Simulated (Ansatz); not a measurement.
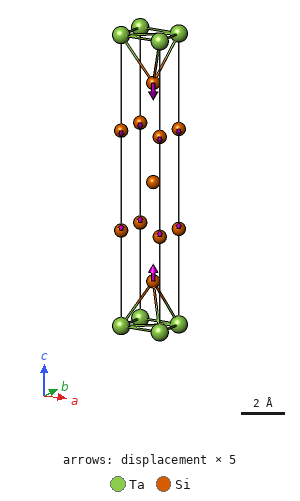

This is a relaxation of a crystal of TaSi5 (a generated structure, set up in P-6m2) (coarse preliminary run). The starting structure is drawn; purple arrows show the displacements (the part carried along by the change of the cell is left out), 5 times their true length.

Style: ball-and-stick. Shown: the cell of the calculation, slightly off an axis.

All numbers below come from DFT PBE, scalar-relativistic, plane waves, PAW (Ansatz 0.2.0).

The input:
```yaml
crystal:
  lattice:
    - [2.7807639748, 0.0, 0.0]
    - [-1.3903819874, 2.4082122441, 0.0]
    - [0.0, 0.0, 13.9099991222]
  atoms:
    - { symbol: Ta, position: [0.0, 0.0, 0.0] }
    - { symbol: Si, position: [0.6666666667, 0.3333333333, 0.8408732335] }
    - { symbol: Si, position: [0.0, 0.0, 0.671627947] }
    - { symbol: Si, position: [0.6666666667, 0.3333333333, 0.5] }
    - { symbol: Si, position: [0.0, 0.0, 0.328372053] }
    - { symbol: Si, position: [0.6666666667, 0.3333333333, 0.1591267665] }
basis:
  ecutwfc: 420
kpoints:
  mp_grid: { grid: [6, 6, 2] }
hamiltonian:
  xc: pbe
scf:
  occupations: { method: gaussian, width: 0.1 }
  lower_state_search: "off"
output:
  forces: true
  stress: true
  eigenvalues: true
relax:
  adjacent_minimum: "off"
  f_tol: 0.04
  max_steps: 70
  cell: { stress_tol: 0.4 }
```

Run as
```bash
ansatz run input.yaml --threads 1 --pin off --max-ram 2560MiB --backend cpu --events-out ev --progress --plain --runs-dir out
```

Q: Which element moves most?

A: Silicon: up to 0.17 Å, against 0.00 Å for tantalum.

Q: What happened in the run?

A: The largest moves relative to the cell, 0.17 Å, are those of Si2 and Si6. Si6 goes along +c. Ta stays in place. Cell: a = b 2.781 → 2.941 Å (+5.8 %), c 13.910 → 12.283 Å (−11.7 %). Volume −1.2 %. Some distances before and after: Si2–Si3 2.850 → 2.604 Å, Ta1–Ta1 2.781 → 2.941 Å, Ta1–Si2 2.734 → 2.720 Å. Bond angles that change, for instance: Ta1–Si6–Ta1 61.1° → 65.5°. The space group stays P-6m2 (No. 187). The energy falls by 0.667 eV per cell of the calculation in 6 accepted moves (8 points after the start). Largest force component: 0.27 eV/Å at the start, 0.0062 eV/Å at the end. The pressure goes from 0.35 to −0.03 GPa. The line search rejected the trial step at point 4 of the run. The SCF was repeated once at an unchanged geometry on a basis and grid sized afresh for the cell, which shifted the energy by 2.5 meV per cell of the calculation at most.

Limits of the set-up: the k-point mesh is coarse for a cell with partly filled bands.
